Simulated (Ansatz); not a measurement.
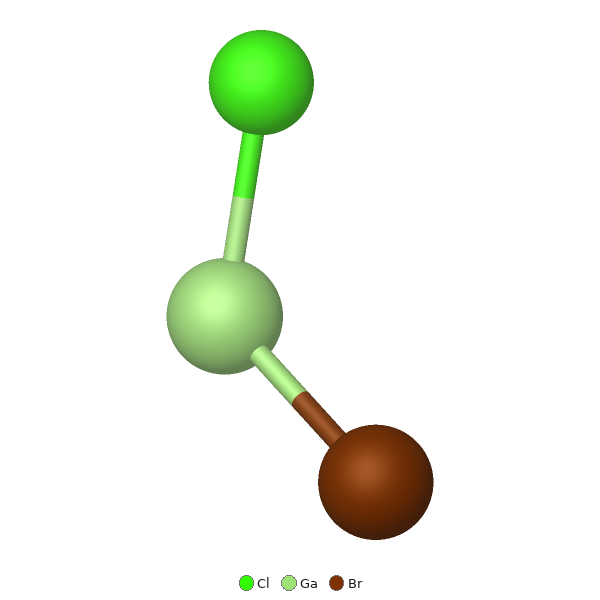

State: neutral, doublet. The computed structure is the end point of a PBE-D4/def2-SVP optimisation. No frequency run is at hand to confirm it as a minimum. Level of theory: UKS PBE-D4/def2-SVP (Ansatz 0.2.0).

Computed properties:

The species is GaBrCl (`[Cl][Ga][Br]`).
- dipole moment: 1.38 D
- ⟨S²⟩ of the determinant: 0.752
